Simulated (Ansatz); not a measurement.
# CH9GeN: the cost of one run

The runs use Ansatz 0.2.0, Gaussian basis; PBE0-D4/def2-SVP.

22 further runs of the same task are left out: 22 set aside as unsound or not needed.

## Step 1: The starting structure

The first end: 12 atoms, charge 0, spin multiplicity 1.

Atoms are counted from 1 here; the program's logs count them from 0.

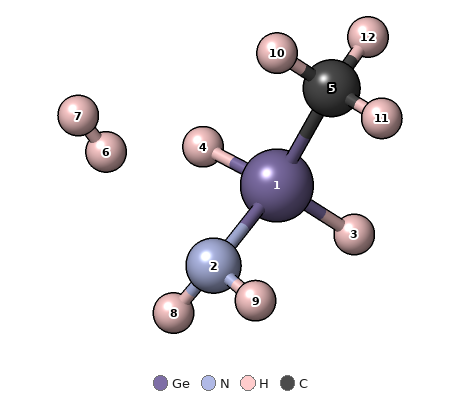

Start geometry, drawn with germanium purple, nitrogen light blue, hydrogen pink, carbon dark grey; atoms are numbered from 1 in the order of the file.

As a file:

```xyz
12
CH9GeN
Ge   -0.8661   -0.6586   -0.2319
N     0.3738   -0.9607    1.1060
H    -1.3361   -1.9571   -0.9376
H    -2.0793   -0.0112    0.4609
C    -0.0358    0.5335   -1.5255
H     1.1017    1.4785    1.8057
H     1.2681    2.1967    1.9439
H    -0.0032   -1.4466    1.9087
H     1.1936   -1.4655    0.7955
H     0.2793    1.4526   -1.0306
H     0.8398    0.0576   -1.9703
H    -0.7358    0.7809   -2.3248
```

The second end:

```mol
CH9GeN
  3D, bonds by distance, orders not assigned

 12 10  0  0  0  0  0  0  0  0999 V2000
   -1.3251    0.6273   -0.0764 Ge  0  0
    1.3533   -1.1804    1.2273 N   0  0
   -1.7383   -0.8242    0.2329 H   0  0
   -2.5981    1.3959   -0.4907 H   0  0
    0.0121    0.6925   -1.4911 C   0  0
    1.3352   -0.5579    2.0260 H   0  0
   -0.7959    1.2688    1.2204 H   0  0
    0.6835   -1.9174    1.4113 H   0  0
    2.2706   -1.6088    1.2021 H   0  0
    0.2914    1.7251   -1.7039 H   0  0
    0.8881    0.1390   -1.1535 H   0  0
   -0.3770    0.2402   -2.4042 H   0  0
  1  3  8  0
  1  4  8  0
  1  5  8  0
  1  7  8  0
  2  6  8  0
  2  8  8  0
  2  9  8  0
  5 10  8  0
  5 11  8  0
  5 12  8  0
M  END
```

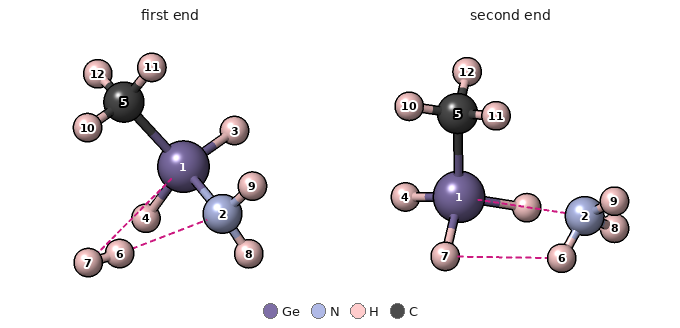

The two ends; dashed lines mark the contacts followed along the path.

## Step 2: The band at PBE0-D4/def2-SVP

Contents of neb/in.yaml:

```yaml
crystal:
  periodic: [false, false, false]
  atoms:
    - {symbol: Ge, position_ang: [-0.866125, -0.658554, -0.231886]}
    - {symbol: N, position_ang: [0.373841, -0.960748, 1.105980]}
    - {symbol: H, position_ang: [-1.336094, -1.957098, -0.937582]}
    - {symbol: H, position_ang: [-2.079326, -0.011242, 0.460854]}
    - {symbol: C, position_ang: [-0.035827, 0.533546, -1.525478]}
    - {symbol: H, position_ang: [1.101707, 1.478538, 1.805749]}
    - {symbol: H, position_ang: [1.268056, 2.196661, 1.943883]}
    - {symbol: H, position_ang: [-0.003151, -1.446595, 1.908687]}
    - {symbol: H, position_ang: [1.193604, -1.465519, 0.795470]}
    - {symbol: H, position_ang: [0.279310, 1.452596, -1.030587]}
    - {symbol: H, position_ang: [0.839754, 0.057594, -1.970300]}
    - {symbol: H, position_ang: [-0.735846, 0.780919, -2.324789]}
basis:
  gaussian: {orbitals: def2-SVP}
hamiltonian: {xc: pbe0, dispersion: d4}
neb:
  images: 5
  climbing: true
  max_iterations: 40
  initial_path: idpp
  final_atoms:
    - {symbol: Ge, position_ang: [-1.325052, 0.627263, -0.076429]}
    - {symbol: N, position_ang: [1.353338, -1.180350, 1.227277]}
    - {symbol: H, position_ang: [-1.738330, -0.824227, 0.232850]}
    - {symbol: H, position_ang: [-2.598100, 1.395879, -0.490704]}
    - {symbol: C, position_ang: [0.012103, 0.692484, -1.491146]}
    - {symbol: H, position_ang: [1.335227, -0.557895, 2.026015]}
    - {symbol: H, position_ang: [-0.795873, 1.268801, 1.220354]}
    - {symbol: H, position_ang: [0.683459, -1.917361, 1.411295]}
    - {symbol: H, position_ang: [2.270577, -1.608752, 1.202080]}
    - {symbol: H, position_ang: [0.291439, 1.725136, -1.703877]}
    - {symbol: H, position_ang: [0.888144, 0.138956, -1.153533]}
    - {symbol: H, position_ang: [-0.377034, 0.240167, -2.404184]}
```

On the command line:

```sh
ansatz run in.yaml --threads 4 --pin off --events-out ev --progress --plain --max-ram 9574MiB
```

**Question.** How long does this run take on 4 threads of Arm Neoverse V2, shared host?

About 3.4 min.
